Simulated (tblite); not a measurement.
# Run report: CH11AsN3Si2 (charge −1), frequency calculation

CH11AsN3Si2, charge −1, SMILES CN[Si](N)(N)[As-][SiH3], computed with GFN2-xTB harmonic vibrations, gas phase (tblite 0.8.0).

It belongs to a series of runs on one base structure; here: N replaced by As.

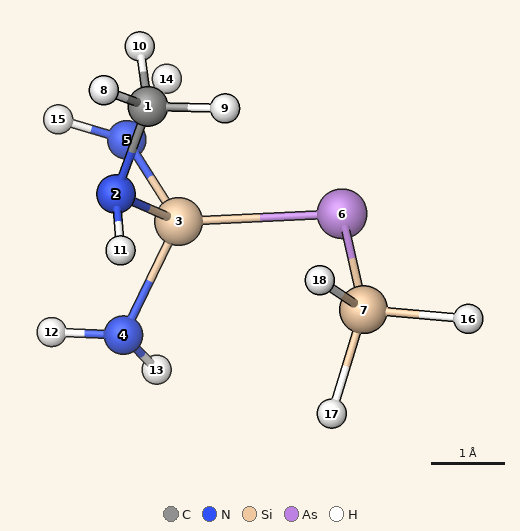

*The structure as given in the input (ball-and-stick view, seen at a tilt; atoms are numbered from 1 in the order of the input).*

Bond lengths as drawn: As–Si 2.23 to 2.25 Å, C–H 1.09 to 1.10 Å, C–N 1.43 Å, H–N 1.01 Å, H–Si 1.49 to 1.50 Å and N–Si 1.76 to 1.77 Å.

Input file
```
{"job": {"kind": "ir", "xc": "GFN2-xTB", "basis": "xTB"}, "charge": -1, "multiplicity": 1}
C     -1.358527     1.452501     0.386094
N     -0.811692     0.173669     0.728709
Si    -0.280137    -0.784568    -0.663325
N      0.410548    -2.137472     0.233554
N     -1.798322    -1.391545    -1.346639
As     0.983259     0.161818    -2.265622
Si     2.512781     0.946067    -0.845659
H     -1.731555     1.976479     1.274703
H     -0.639224     2.114340    -0.125558
H     -2.197012     1.294552    -0.295629
H     -0.053256     0.289767     1.387027
H     -0.258170    -2.691079     0.749462
H      0.911473    -2.760428    -0.380710
H     -2.135360    -0.814818    -2.103339
H     -2.541937    -1.468802    -0.666301
H      3.550984     1.764660    -1.537554
H      3.345076    -0.004926    -0.048113
H      2.082312     1.886103     0.242485
```

The first line tells a small driver script what to run in tblite; the rest is the geometry in Å.

Run on 1 CPU thread, shared host.

Run as:
```bash
OMP_NUM_THREADS=1 python <driver script> task.json out
```

Output
```
mode    cm-1     km/mol
  1      25.4      1.16
  2      65.9      6.07
  3      79.9      0.74
  4      83.8      2.91
  5     100.2      9.22
  6     105.4     28.49
  7     117.7      2.86
  8     161.1      8.53
  9     180.0      3.89
 10     191.6      3.06
 11     236.8     13.23
 12     255.4     18.32
 13     339.4     17.18
 14     411.1     10.09
 15     453.7     12.25
 16     496.0     70.18
 17     506.3     59.06
 18     646.5    128.24
 19     651.5    172.92
 20     691.4    258.19
 21     727.8     23.22
 22     777.7    185.28
 23     793.0     94.68
 24     851.2     39.55
 25     858.0    264.56
 26     873.3    656.99
 27     890.9    252.45
 28     915.4    486.62
 29    1064.5     22.41
 30    1121.8     32.52
 31    1143.6     50.07
 32    1366.8     30.92
 33    1424.5      8.24
 34    1508.7      0.78
 35    1515.3      0.52
 36    1564.7     30.70
 37    1567.4     18.06
 38    1833.0    660.21
 39    1901.8    676.35
 40    1955.0    655.80
 41    2798.4     92.49
 42    2897.2    143.10
 43    2969.6     59.84
 44    3420.3     16.97
 45    3424.9     33.41
 46    3437.2     40.45
 47    3465.8     36.89
 48    3485.7     31.98
```

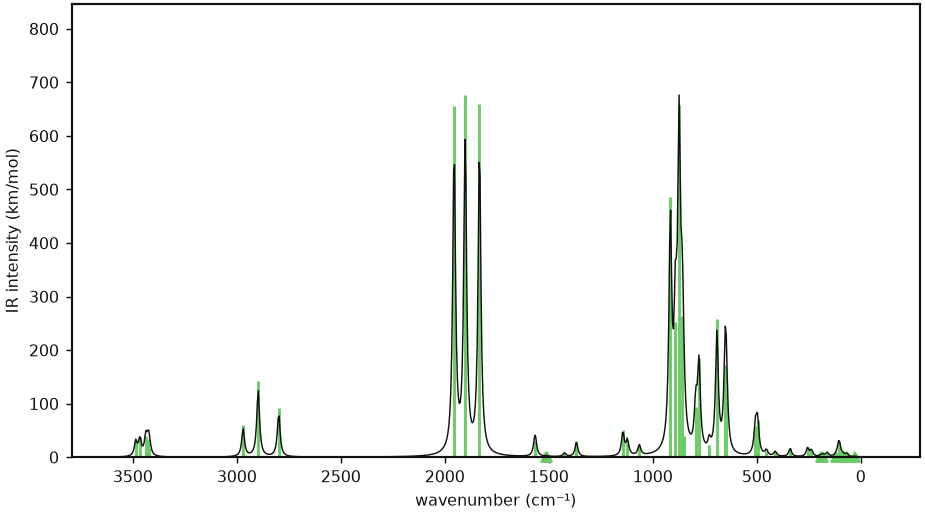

*Harmonic infrared spectrum, unscaled: sticks (degenerate modes added up, dark ones marked on the axis) with a Lorentzian envelope of 16 cm⁻¹ full width, scaled to the tallest stick.*

48 modes from 25 to 3486 cm⁻¹, none imaginary. The strongest line is at 1902 cm⁻¹ (676 km/mol).

Results in brief

- outcome: converged
- total energy: −614.4257 eV
- zero-point energy: 80.5600 kcal/mol
- wall time: 3 s
- peak memory: 0.18 GiB
